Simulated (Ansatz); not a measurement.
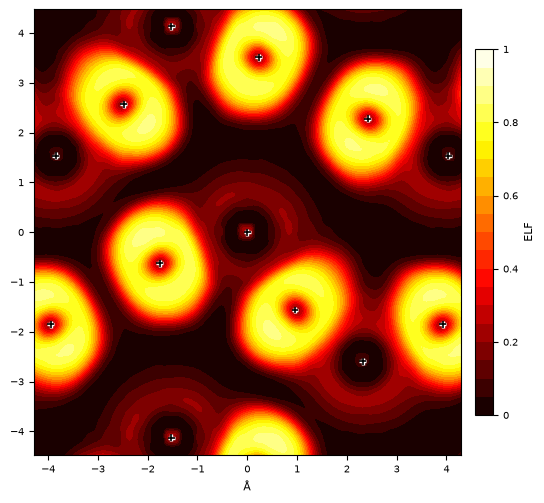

The ELF on a plane through atoms (crosses mark nuclei in the plane).

Level of theory: Ansatz 0.2.0, DFT PBE, scalar-relativistic, plane waves, PAW.

Candidates:
A. Sn$_{2}$Ge, a = 5.65 Å, b = 5.65 Å, c = 9.52 Å, α = 90.00°, β = 90.00°, γ = 90.00°. Space group I4₁/amd; a generated structure, not necessarily the stable one.
B. Ta$_{2}$Sn$_{3}$, a = 8.62 Å, b = 4.80 Å, c = 5.74 Å, α = 90.00°, β = 91.88°, γ = 90.00°. Space group C2/m; a generated structure, not necessarily the stable one; changed on purpose from its base cell (the structure that the rattled cell fell into).
C. Ga$_{2}$GeO$_{5}$, a = 3.06 Å, b = 7.88 Å, c = 8.26 Å, α = 90.00°, β = 90.00°, γ = 90.00°. Space group Pmc2₁; a generated structure, not necessarily the stable one.

Q: Which candidate gave the map?

A: Candidate C: Ga$_{2}$GeO$_{5}$ on the (100) plane of the conventional cell, which holds Ga, Ge and O. Ge–O (1.71 Å): the ELF peaks at about 0.75 in the valence shell of O, 0.6 Å from its nucleus, and is about 0.55 at the midpoint. Ga–O (1.83 Å): the ELF peaks at about 0.80 in the valence shell of O, 0.6 Å from its nucleus, and is about 0.35 at the midpoint.
